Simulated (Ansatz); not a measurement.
```csv
atom,x (Å),y (Å),z (Å)
Si,-0.0518,-0.0001,-0.0360
C,-0.0297,-0.0079,1.8064
C,-0.0294,-0.0112,3.0235
H,-0.0279,-0.0141,4.0994
C,1.6970,0.0056,-0.6160
C,2.8451,0.0087,-1.0204
H,3.8627,0.0100,-1.3695
C,-0.9046,1.5536,-0.6357
H,-0.8910,1.5978,-1.7358
H,-0.3978,2.4490,-0.2460
H,-1.9520,1.5720,-0.2965
C,-0.8991,-1.5517,-0.6487
H,-1.9355,-1.5936,-0.2795
H,-0.3684,-2.4484,-0.2957
H,-0.9176,-1.5698,-1.7495
```

Geometry: PBE0-D4/def2-SVP.

Method: RKS PBE0-D4/def2-TZVP (Ansatz 0.2.0).

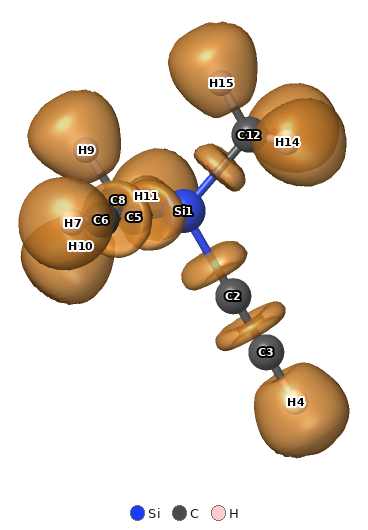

C6H8Si (Si(CCH)2Me2). Isosurface of the electron localisation function at 0.85 (orange), seen at an oblique angle. Core shells and regions of very low density are left out.

Q: Where are the electrons localised?

A: The ELF exceeds this value in two regions between bonded C–C atoms (shared pairs), four regions between bonded C–Si atoms (shared pairs) and eight regions around hydrogen nuclei.

Values along the shortest contacts:
C–C (1.22 Å): the ELF peaks at about 0.85 between the atoms (a short, multiple covalent bond). C–Si (1.84 Å): the ELF peaks at about 0.95 between the atoms, as expected for localised, covalent bonding.
